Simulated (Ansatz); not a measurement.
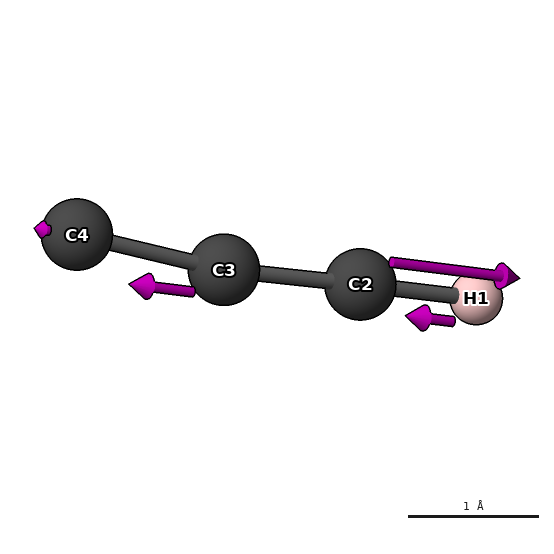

Arrows show the forces on the atoms, 2 Å of arrow for 1 eV/Å; forces under a tenth of the largest aren't drawn. The species is neutral and a spin doublet. Level of theory: UHF/def2-SVP (Ansatz).

### On which atom is the force largest, and how large is it?

On C2: 0.59 eV/Å.

List the force components in the frame of the picture (x right, y up, z towards the viewer), in eV/Å.

```json
{"atom": "H1", "Fx": "−0.19", "Fy": "0.02", "Fz": "0.12"}
{"atom": "C2", "Fx": "0.50", "Fy": "−0.06", "Fz": "−0.31"}
{"atom": "C3", "Fx": "−0.25", "Fy": "0.03", "Fz": "0.15"}
{"atom": "C4", "Fx": "−0.06", "Fy": "0.01", "Fz": "0.04"}
```
